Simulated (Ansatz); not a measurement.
## Relaxing random rock-salt alloy of LiF and LiH (64 atoms)

Aim: bring random rock-salt alloy of LiF and LiH (64 atoms) to a nearby minimum of the energy and see what moves.

Main program and level: Ansatz 0.2.0; Kohn-Sham DFT, r2SCAN, PAW (set soft_2), plane waves.

### 1. The starting structure

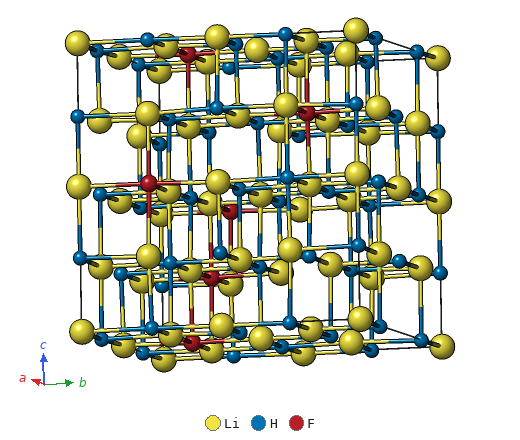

The starting structure, seen slightly off an axis (lithium yellow, hydrogen blue, fluorine red). Some periodic images of atoms are drawn too.

The cell holds 64 atoms: 32 Li, 28 H and 4 F. Its edges and angles: a = 8.152 Å, b = 8.152 Å, c = 8.152 Å, α = 90.0°, β = 90.0°, γ = 90.0°. It derives from LiF (rock-salt) and LiH, repeated 2×2×2. Rock-salt LiF, 2 x 2 x 2 conventional cells, 28 of 32 F sites given to H at random (x = 0.875), lattice by Vegard's rule (a = 4.076 Å); not relaxed, displaced by a Gaussian of 0.02 Å.

Before any run, some limits are plain. The host structure and its lattice constant were typed by rule, without a check against the phase diagram. The Brillouin zone is sampled at Γ only, in a cell whose shortest periodic width is 8 Å.

### 2. Single point at the start

A single point comes first, to see the forces before anything moves.

File input.yaml:

```yaml
crystal:
  lattice:
    - [8.152, 0.0, 0.0]
    - [0.0, 8.152, 0.0]
    - [0.0, 0.0, 8.152]
  atoms:
    - { symbol: Li, position: [0.99941, 0.00189, 0.99933] }
    - { symbol: H, position: [0.24761, 0.99982, 0.99748] }
    - { symbol: Li, position: [0.00057, 0.24557, 0.24974] }
    - { symbol: F, position: [0.2468, 0.24986, 0.24851] }
    - { symbol: Li, position: [0.2507, 0.0014, 0.24705] }
    - { symbol: H, position: [0.99766, 0.99888, 0.25477] }
    - { symbol: Li, position: [0.25313, 0.24827, 0.99545] }
    - { symbol: H, position: [0.99767, 0.25236, 0.00042] }
    - { symbol: Li, position: [0.00312, 0.99959, 0.50193] }
    - { symbol: H, position: [0.25157, 0.99957, 0.50112] }
    - { symbol: Li, position: [0.99407, 0.2487, 0.74471] }
    - { symbol: H, position: [0.2501, 0.24931, 0.75112] }
    - { symbol: Li, position: [0.24452, 0.9975, 0.75001] }
    - { symbol: H, position: [0.00151, 0.99873, 0.74485] }
    - { symbol: Li, position: [0.25115, 0.24926, 0.5044] }
    - { symbol: F, position: [0.00105, 0.25093, 0.50174] }
    - { symbol: Li, position: [0.00287, 0.50433, 0.99792] }
    - { symbol: H, position: [0.24856, 0.49979, 0.99638] }
    - { symbol: Li, position: [0.99969, 0.75392, 0.24975] }
    - { symbol: H, position: [0.25224, 0.75272, 0.25221] }
    - { symbol: Li, position: [0.24956, 0.49994, 0.25352] }
    - { symbol: H, position: [0.99384, 0.5008, 0.2507] }
    - { symbol: Li, position: [0.24723, 0.74868, 0.00162] }
    - { symbol: H, position: [0.99983, 0.7487, 0.99732] }
    - { symbol: Li, position: [0.99873, 0.49845, 0.49663] }
    - { symbol: H, position: [0.2494, 0.49641, 0.50178] }
    - { symbol: Li, position: [0.00125, 0.74775, 0.75175] }
    - { symbol: H, position: [0.24995, 0.7477, 0.75303] }
    - { symbol: Li, position: [0.24636, 0.50349, 0.74743] }
    - { symbol: H, position: [0.00167, 0.49912, 0.75271] }
    - { symbol: Li, position: [0.25035, 0.74909, 0.49654] }
    - { symbol: H, position: [0.99905, 0.74837, 0.50105] }
    - { symbol: Li, position: [0.50345, 0.00577, 0.99985] }
    - { symbol: H, position: [0.74683, 0.99799, 0.99726] }
    - { symbol: Li, position: [0.50014, 0.24776, 0.24933] }
    - { symbol: H, position: [0.74749, 0.24912, 0.25081] }
    - { symbol: Li, position: [0.75447, 0.00134, 0.24768] }
    - { symbol: H, position: [0.50054, 0.99901, 0.24748] }
    - { symbol: Li, position: [0.75439, 0.24838, 0.00191] }
    - { symbol: F, position: [0.49728, 0.25087, 0.99785] }
    - { symbol: Li, position: [0.49949, 0.99992, 0.50082] }
    - { symbol: H, position: [0.74984, 0.00138, 0.49876] }
    - { symbol: Li, position: [0.5005, 0.25011, 0.74796] }
    - { symbol: H, position: [0.74365, 0.25141, 0.74915] }
    - { symbol: Li, position: [0.74746, 0.00302, 0.7546] }
    - { symbol: H, position: [0.50149, 0.99488, 0.74855] }
    - { symbol: Li, position: [0.74352, 0.24524, 0.49985] }
    - { symbol: H, position: [0.49506, 0.25161, 0.49997] }
    - { symbol: Li, position: [0.50026, 0.49927, 0.00174] }
    - { symbol: H, position: [0.75374, 0.49784, 0.99747] }
    - { symbol: Li, position: [0.50063, 0.75218, 0.24649] }
    - { symbol: H, position: [0.747, 0.74783, 0.25265] }
    - { symbol: Li, position: [0.74869, 0.49995, 0.2502] }
    - { symbol: H, position: [0.49957, 0.49635, 0.2498] }
    - { symbol: Li, position: [0.75022, 0.75116, 0.99881] }
    - { symbol: H, position: [0.50219, 0.74979, 0.99873] }
    - { symbol: Li, position: [0.49948, 0.5046, 0.49926] }
    - { symbol: H, position: [0.74945, 0.50135, 0.49472] }
    - { symbol: Li, position: [0.50029, 0.74983, 0.74819] }
    - { symbol: F, position: [0.7504, 0.74917, 0.74905] }
    - { symbol: Li, position: [0.74949, 0.50095, 0.75065] }
    - { symbol: H, position: [0.50148, 0.49843, 0.74865] }
    - { symbol: Li, position: [0.74674, 0.75371, 0.50105] }
    - { symbol: H, position: [0.50025, 0.74914, 0.50082] }
kpoints:
  mp_grid: { grid: [1, 1, 1] }
hamiltonian:
  xc: r2scan
scf:
  occupations: { method: fixed }
output:
  forces: true
  stress: true
  populations: true
  dos:
    method: { smearing: { sigma: 0.15 } }
    de: 0.1
    projected: { site_lists: { F: [F], H: [H], Li: [Li] } }
  eigenvalues: true
```

The run is started by

```bash
ansatz run input.yaml --threads 4 --pin off --max-ram 8192MiB --backend cpu --events-out ev --progress --plain --runs-dir out
```

Numbers of over 12 decimals in the logs are rounded to 6 here.

What it wrote:

```text
Engine: ansatz 0.2.0, aarch64-unknown-linux-gnu
Pseudopotentials: kind: paw
Pseudopotential: Li, paw, valence charge 3, recommended cutoff 500 eV (meta_gga), Li.paw.azcp
Pseudopotential: H, paw, valence charge 1, recommended cutoff 500 eV (meta_gga), H.paw.azcp
Pseudopotential: F, paw, valence charge 7, recommended cutoff 500 eV (meta_gga), F.paw.azcp
Functional definition: r2SCAN
  parameter k0 = 0.174
  parameter k1 = 0.065
  parameter a1 = 4.9479
  exchange = r2scan_x(k0 = k0, k1 = k1, a1 = a1)
  correlation = r2scan_c
Crystal: 64 atoms, lattice volume = 541.742 Å³
Basis set: ecut = 500 eV, 13613 PW (Γ), exchange–correlation on 240×240×240 points (64 copies of the dense FFT grid, shifted against one another)
Bands: 140, of which v1, the nominal top of the filled ones, is band 76 counted from 1 (75 counted from 0)
Symmetry: 1 space group operations
Space group: P1 (ITA 1), of the structure as read, at distance tolerance 8.2e-5 Å
k-points: 1
Non-local potential: Li, projectors of the file, l = 0: 3, l = 1: 2, l = 2: 1
Non-local potential: H, projectors of the file, l = 0: 2, l = 1: 1
Non-local potential: F, projectors of the file, l = 0: 2, l = 1: 2, l = 2: 1
PAW form: soft (Blöchl's): semilocal exchange-correlation on the pseudo side does not see the compensation charge
PAW frozen core: F, regenerated for the run's functional (the file was generated under x = pbe(κ = 0.804, μ = 0.219515), c = pbe(β = 0.066725))
PAW one-centre angular grid: Li, 302 points (default); XC on 327 of its mesh's 2665 points in the sphere
PAW one-centre angular grid: H, 302 points (default); XC on 160 Gauss nodes
PAW one-centre angular grid: F, 302 points (default); XC on 160 Gauss nodes
Initial density: superposition of atomic densities (neutral atoms: chi_scale 0, normalization atom), corrected by the library's trained network
Initial wavefunctions: pseudopotential atomic-orbital guess
Functional: x = r2scan, c = r2scan; τ floored in thin density (d = 2e-4 eV/Å³)
SCF iter   1: F=—  HF=-10286.078000 eV  |F-HF|=—  |Δ(HF+E_count)|=         —  Δρ=6.58e-3  dr2=2.23e-1  dr2_τ=1.72e-1  ethr=1.77e-3  ⟨swp⟩=5.0  Hψ=479  notcnv=0  defer=61
preconditioner: auto → Resta (q_TF=auto, 2.207 Å⁻¹)  ε∞=2.2  [insulator: Δε(μ)=3.934 eV  Ē_g=13.110 eV  n_scr=92 (ndim 8)  ℏωp=14.3 eV  f_vac=0.000  ε∞_Penn≈2.2]
SCF iter   2: F=—  HF=-10287.405623 eV  |F-HF|=—  |Δ(HF+E_count)|=    1.33e0  Δρ=4.25e-3  dr2=1.02e-1  dr2_τ=1.29e-3  ethr=1.47e-4  ⟨swp⟩=2.0  Hψ=240  notcnv=0  defer=61
SCF iter   3: F=—  HF=-10287.417171 eV  |F-HF|=—  |Δ(HF+E_count)|=   1.15e-2  Δρ=1.57e-3  dr2=8.23e-3  dr2_τ=6.86e-4  ethr=6.72e-5  ⟨swp⟩=2.0  Hψ=113  notcnv=0  defer=61
SCF iter   4: F=—  HF=-10287.417234 eV  |F-HF|=—  |Δ(HF+E_count)|=   6.29e-5  Δρ=4.96e-4  dr2=8.08e-4  dr2_τ=5.51e-5  ethr=5.41e-6  ⟨swp⟩=2.0  Hψ=127  notcnv=0  defer=62
SCF iter   5: F=—  HF=-10287.417158 eV  |F-HF|=—  |Δ(HF+E_count)|=   7.57e-5  Δρ=1.42e-4  dr2=5.59e-5  dr2_τ=5.90e-6  ethr=5.32e-7  ⟨swp⟩=2.0  Hψ=125  notcnv=0  defer=59
SCF iter   6: F=—  HF=-10287.417146 eV  |F-HF|=—  |Δ(HF+E_count)|=   1.27e-5  Δρ=3.32e-5  dr2=5.85e-6  dr2_τ=1.32e-7  ethr=3.68e-8  ⟨swp⟩=2.0  Hψ=120  notcnv=0  defer=59
SCF iter   7: F=—  HF=-10287.417149 eV  |F-HF|=—  |Δ(HF+E_count)|=   2.78e-6  Δρ=1.57e-5  dr2=1.29e-6  dr2_τ=3.18e-8  ethr=3.85e-9  ⟨swp⟩=2.0  Hψ=123  notcnv=0  defer=59
SCF iter   8: F=-10287.417149 eV  HF=-10287.417149 eV  |F-HF|=3.61e-9  |Δ(HF+E_count)|=   2.01e-7  Δρ=1.52e-6  dr2=8.24e-9  dr2_τ=6.64e-10  ethr=6.58e-11  ⟨swp⟩=18.0  Hψ=1194  notcnv=0
SCF 1 converged in 8 iterations: F = -10287.417149 eV  dr2 = 8.24e-9
  greatest PAW one-centre occupation: 0.999 electrons in one spin orbital (limit 2), on the Li atom at site 6 (counted from 0), in its partial waves of l = 0
SCF converged after 8 iterations
Free energy (F): -10287.417149 eV
Harris-Foulkes:  -10287.417149 eV  (|F-HF|=3.61e-9)
Internal energy: -10287.417149 eV  (E = F + TS)
E sigma→0 (E₀):  -10287.417149 eV
Fermi energy:    0.739611 eV
--- Per-component energies (eV) ---
  E_band       = -3256.557825
  E_kinetic    = 1937.545981
  E_local      = -7441.804154  (includes V_loc(G=0)·N_el)
  E_nonlocal   = -732.437615
  E_hartree    = 2514.189234
  E_xc         = -924.803779
  E_vxc        = -1318.970057  (∫ρ·V_xc dr)
  E_paw        = -1525.384149  (= ΣΔE_a)
  E_vpaw       = -807.015047  (= ΣTr[D̂ρ^β])
  E_aug_tail   = -0.011412  (compensation charges beyond the density's cutoff)
  E_vtau       = 77.755145  (kinetic-family band-sum trace: ∫τ·v_τ [+ j·A + Jᵃ·Aᵃ] dr)
  E_ewald      = -4114.585689
  E_core_change = -0.125566  (= ΣΔE_core)
  E_smearing   = -0.000000  (= −TS)
  E_closure    = 0.000000  (closes the sum)
  Σ components = -10287.417149   (vs F -10287.417149, Δ=0.00e0)
--- Forces (eV/Å), atoms counted from 1 ---
  atom   1  Li     0.05548756    -0.01338028    -0.05179745
  atom   2  H     -0.00853381     0.01408508     0.06816137
  atom   3  Li     0.09245844     0.16615352     0.10256885
  atom   4  F      0.06182518    -0.06132992     0.01299141
  atom   5  Li     0.02401036     0.07319501     0.05628256
  atom   6  H      0.03461356     0.02211802    -0.14065291
  atom   7  Li    -0.03675526     0.09498329     0.10387865
  atom   8  H     -0.02152267    -0.15690094    -0.03024029
  atom   9  Li    -0.07677830     0.04429151    -0.00093268
  atom  10  H     -0.04401573     0.00064710    -0.03575174
  atom  11  Li     0.12801739     0.08521724    -0.00118013
  atom  12  H     -0.01397864    -0.04349226    -0.04531026
  atom  13  Li     0.12143761     0.03226696     0.00022366
  atom  14  H     -0.07125023     0.03289934     0.13104861
[...]
atom  63  Li     0.07298501    -0.07996026     0.03971332
  atom  64  H     -0.04341611     0.02508598    -0.03666771
  max |Σ_I F_I| component: 4.72e-3 eV/Å
--- Stress (GPa, compression-positive) ---
       -0.800003       0.003651       0.049671
        0.003650      -1.081142       0.001591
        0.049672       0.001592      -0.816577
  P = ⅓ Tr σ = -0.8992 GPa (-8.992 kbar)
--- Band table (eV) ---
  k-point 0: bands = ["-45.1744", "-45.0945", "-45.0797", "-45.0672", [... 124 levels ...], "12.8188", "13.0815", "13.2676", "13.2802", "13.3129", "13.3598", "13.4772", "13.5399", "13.6590", "14.0528", "14.2900", "14.3132"]
--- Löwdin populations: 64 sites ---
  site symbol       q [e]
     0     Li      2.3738
     1      H      1.5911
     2     Li      2.3059
[...]
63      H      1.5942
  spilling = 0.007449 (of n_electrons = 152.000000)
```

It took 17 s on 4 threads of Arm Neoverse V2, shared host; peak memory 1.3 GiB.

In the SCF lines HF is the Harris–Foulkes energy and dr2 the Hartree energy of the density residual, in eV; the loop may stop once dr2 is under the threshold and the program's other checks hold. Hψ counts applications of the Hamiltonian.

Read from the output:

| Item | Value |
| --- | --- |
| free energy | -10287.4171 eV |
| free energy per atom | -160.7409 eV/atom |
| SCF cycles | 8 |
| pressure | -0.8992 GPa |
| r.m.s. force component | 0.07238 eV/Å |
| longest force | 0.2224 eV/Å |
| Fermi energy | 0.7396 eV |
| gap (highest filled to lowest empty level) | 4.134 eV |
| spilling of the projection | 0.007449 |

The r.m.s. force component of 0.072 eV/Å and the pressure of -0.90 GPa set the starting point.

Length of the force by element:

| element | coordination | atoms | mean length of the force (eV/Å) | spread | least | most |
| --- | --- | --- | --- | --- | --- | --- |
| F | all | 4 | 0.0994 | 0.0317 | 0.0569 | 0.144 |
| H | all | 28 | 0.107 | 0.038 | 0.0294 | 0.161 |
| Li | all | 32 | 0.128 | 0.0496 | 0.0283 | 0.222 |

### 3. Cell and atoms relaxed

The cell is relaxed with the atoms, since the starting lattice needn't suit this functional.

input.yaml, the sections that differ from step 2:

```yaml
output:
  forces: true
relax:
  f_tol: 0.05
  max_steps: 200
  cell: {}
# crystal, kpoints, hamiltonian, scf: as in step 2
```

What it wrote:

```text
[...]
Crystal: 64 atoms, lattice volume = 541.742 Å³
Basis set: ecut = 500 eV, 13613 PW (Γ), exchange–correlation on 240×240×240 points (64 copies of the dense FFT grid, shifted against one another)
Bands: 140, of which v1, the nominal top of the filled ones, is band 76 counted from 1 (75 counted from 0)
Symmetry: 1 space group operations
[...]
k-points: 1
[...]
SCF iter   1: F=—  HF=-10286.074006 eV  |F-HF|=—  |Δ(HF+E_count)|=         —  Δρ=6.56e-3  dr2=2.22e-1  dr2_τ=1.72e-1  ethr=1.77e-3  ⟨swp⟩=8.0  Hψ=600  notcnv=0  defer=62
[...]
SCF iter   3: F=—  HF=-10287.417746 eV  |F-HF|=—  |Δ(HF+E_count)|=   1.23e-2  Δρ=1.69e-3  dr2=9.41e-3  dr2_τ=8.04e-4  ethr=6.47e-5  ⟨swp⟩=3.0  Hψ=115  notcnv=0  defer=15
automatic band count: iteration 3 solves 94 bands in place of 140: the levels show a gap, and the empty bands left out lie too high to hold charge; the band table lists the bands solved (type scf.n_extra_bands for more)
SCF iter   4: F=—  HF=-10287.417248 eV  |F-HF|=—  |Δ(HF+E_count)|=   4.98e-4  Δρ=5.33e-4  dr2=9.73e-4  dr2_τ=6.17e-5  ethr=6.19e-6  ⟨swp⟩=3.0  Hψ=129  notcnv=0  defer=16
[...]
SCF iter   8: F=-10287.417149 eV  HF=-10287.417149 eV  |F-HF|=5.07e-9  |Δ(HF+E_count)|=   3.29e-7  Δρ=1.59e-6  dr2=8.94e-9  dr2_τ=7.33e-10  ethr=6.58e-11  ⟨swp⟩=2.0  Hψ=298  notcnv=0
SCF 1 converged in 8 iterations: F = -10287.417149 eV  dr2 = 8.94e-9
[...]
relax step   1: F+E_penalty+E_count = -10287.41714876 eV  Δ(F+E_penalty+E_count) = +0.000e0 eV  max|allowed force component| = 1.690e-1 eV/Å  Δτ_max = 0.0000 Å  P = -0.899 GPa  Ω = 541.742 Å³  (8 SCF iters, dr2 threshold 1.00e-7 eV, accepted)
[...]
relax step   2: F+E_penalty+E_count = -10287.29744536 eV  Δ(F+E_penalty+E_count) = +1.197e-1 eV  max|allowed force component| = 4.750e-1 eV/Å  Δτ_max = 0.1432 Å  P = -0.153 GPa  Ω = 530.845 Å³  energy of the carried Pulay correction = +3.277e-3 eV  (6 SCF iters, dr2 threshold 2.92e-6 eV, rejected (line search))
[...]
relax step   3: F+E_penalty+E_count = -10287.58150258 eV  Δ(F+E_penalty+E_count) = -1.644e-1 eV  max|allowed force component| = 1.587e-2 eV/Å  Δτ_max = 0.0698 Å  P = +0.050 GPa  Ω = 528.504 Å³  energy of the carried Pulay correction = +3.990e-3 eV  (9 SCF iters, accepted)
[...]
relax step   4: F+E_penalty+E_count = -10287.58206218 eV  Δ(F+E_penalty+E_count) = -5.596e-4 eV  max|allowed force component| = 2.161e-3 eV/Å  Δτ_max = 0.0064 Å  P = +0.004 GPa  Ω = 529.070 Å³  energy of the carried Pulay correction = +3.817e-3 eV  (6 SCF iters, dr2 threshold 9.97e-9 eV, accepted)
[...]
relax step   5: F+E_penalty+E_count = -10287.58043309 eV  Δ(F+E_penalty+E_count) = +1.629e-3 eV  max|allowed force component| = 2.176e-3 eV/Å  Δτ_max = 0.0000 Å  P = +0.004 GPa  Ω = 529.070 Å³  stress off target by 7.78e-3 GPa  SCF on the basis re-selected at this cell (its energy is not comparable with the rows above)  (4 SCF iters)
basis re-selected at this cell: Δ(F+E_penalty+E_count) = +1.629e-3 eV, ΔP = +0.001 GPa vs the last step (what re-selecting the basis moved, of the pressure what is left beyond the Pulay correction that the steps carried, after the strain that the cell walked since its last selection, [...]
SCF converged after 4 iterations
Free energy (F): -10287.580433 eV
[...]
Internal energy: -10287.580433 eV  (E = F + TS)
E sigma→0 (E₀):  -10287.580433 eV
Fermi energy:    0.837146 eV
[...]
--- Forces (eV/Å), atoms counted from 1 ---
  atom   1  Li    -0.00016713     0.00023613     0.00025883
  atom   2  H     -0.00011996     0.00067599    -0.00016892
  atom   3  Li     0.00008736    -0.00012686    -0.00042811
  atom   4  F     -0.00019939     0.00065356     0.00056069
  atom   5  Li    -0.00004324    -0.00040695     0.00012995
  atom   6  H      0.00040382     0.00041617    -0.00017308
  atom   7  Li    -0.00096710    -0.00050280     0.00090653
  atom   8  H      0.00017732     0.00068463    -0.00043779
  atom   9  Li    -0.00005770     0.00006758    -0.00024366
  atom  10  H      0.00013428     0.00022387     0.00040803
  atom  11  Li     0.00071883     0.00009148     0.00047766
  atom  12  H      0.00014775     0.00093138    -0.00011045
  atom  13  Li     0.00032613     0.00033693     0.00006255
  atom  14  H      0.00014116    -0.00006324     0.00053556
[...]
atom  63  Li    -0.00006874    -0.00118543    -0.00032260
  atom  64  H      0.00025731     0.00087374    -0.00043633
  max |Σ_I F_I| component: 5.77e-3 eV/Å
--- Stress (GPa, compression-positive) ---
        0.007363       0.000742       0.001258
        0.000742       0.002607       0.000351
        0.001258       0.000351       0.002292
  P = ⅓ Tr σ = 0.0041 GPa (0.041 kbar)
--- Relaxed structure (4 steps of the walk, 3 accepted, 1 SCFs on fresh bases) ---
  F+E_penalty+E_count = -10287.58043309 eV   max|allowed force component| = 2.176e-3 eV/Å   (the final SCF, on the basis selected at the relaxed cell)
  cell:  # Å, volume = 529.0695 Å³
    - [8.098584, -5.965610544636675e-5, 0.0046334]
    - [-5.965610544636675e-5, 8.065995, -2.8442109856163117e-5]
    - [0.0046334, -2.8442109856163117e-5, 8.099269]
  atoms:
    - { symbol: Li, position: [0.999266, 0.000912248, 0.999335] }
    - { symbol: H, position: [0.249769, 1.000807, 0.999767] }
    - { symbol: Li, position: [0.00128416, 0.249850, 0.250765] }
    - { symbol: F, position: [0.249483, 0.249820, 0.249546] }
[...]
- { symbol: H, position: [0.499563, 0.749813, 0.499700] }
```

Run time: 43 s. Hardware: 4 threads; peak memory 1.3 GiB.

Step by step:

| step | energy less that of the first step (eV) | largest force component (eV/Å) | pressure (GPa) | volume (Å³) |
| --- | --- | --- | --- | --- |
| 1 | 0.0000 | 0.1690 | -0.90 | 541.74 |
| 2 | 0.1197 | 0.4750 | -0.15 | 530.85 |
| 3 | -0.1644 | 0.0159 | 0.05 | 528.50 |
| 4 | -0.1649 | 0.0022 | 0.00 | 529.07 |
| 5* | -0.1633 | 0.0022 | 0.00 | 529.07 |

Relaxation steps marked * repeat the geometry before them on a plane-wave basis chosen anew for their cell, so energy and pressure can jump there. Relaxation step 2 was tried and not accepted.

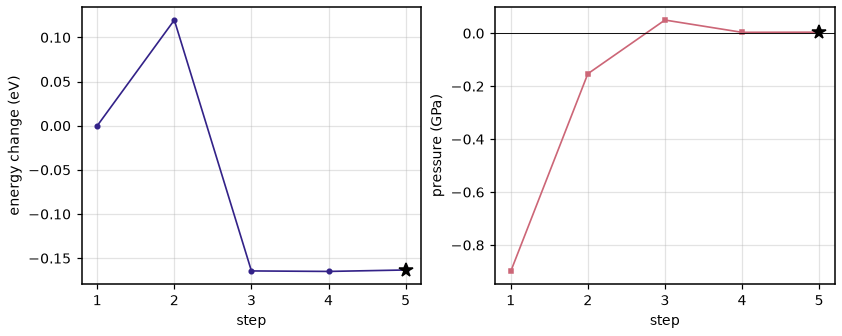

Energy and pressure along the relaxation. Stars mark steps on a basis chosen anew.

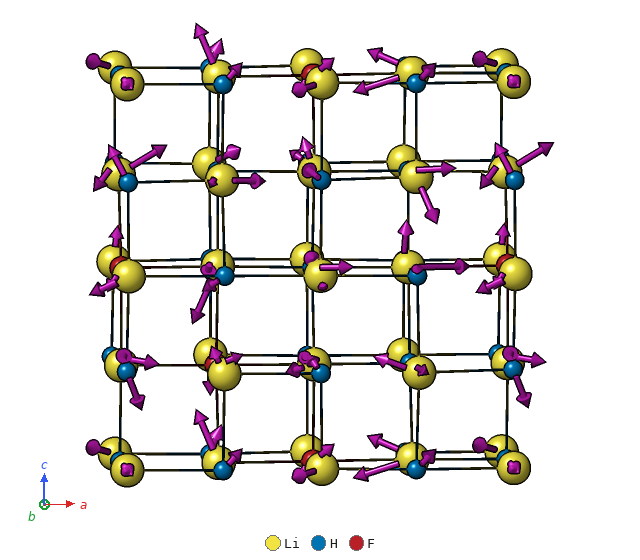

Displacements in the relaxation, exaggerated, measured against the changing cell; the longest in the cell stands for 0.07 Å. Drawn is a slice 4 Å thick, seen along the normal of the ac plane.

| cell as run | before | after | change |
| --- | --- | --- | --- |
| a (Å) | 8.152 | 8.099 | -0.7 % |
| b (Å) | 8.152 | 8.066 | -1.1 % |
| c (Å) | 8.152 | 8.099 | -0.6 % |
| β (°) | 90.00 | 89.93 | -0.1 % |
| volume (Å³/atom) | 8.46 | 8.27 | -2.3 % |

The atoms that moved most (Å, as changes of fractional coordinates times the final cell):

| atom | dx | dy | dz | length |
| --- | --- | --- | --- | --- |
| Li47 | 0.062 | 0.037 | -0.003 | 0.072 |
| Li15 | -0.023 | 0.005 | -0.054 | 0.059 |
| Li39 | -0.054 | 0.012 | -0.018 | 0.058 |
| Li45 | 0.016 | -0.033 | -0.040 | 0.055 |
| Li17 | -0.029 | -0.045 | 0.012 | 0.055 |
| Li7 | -0.020 | 0.013 | 0.048 | 0.053 |
| Li11 | 0.044 | 0.009 | 0.025 | 0.052 |
| H22 | 0.047 | -0.016 | -0.007 | 0.050 |

The relaxation changed the energy by -2.55 meV/atom, and atoms moved by 0.035 Å r.m.s., 0.072 Å at most.

(Part 1 of 2 ends here.)

[Logs are printed without paths, hosts, clocks, repeated set-up lines and the standing remarks that a program may print on its own settings, such as how far it seeks lower states.]

[Hosts, paths, dates, database ids (printed as entryN), source tags and the programs' standing remarks are cut or masked in the printed files.]
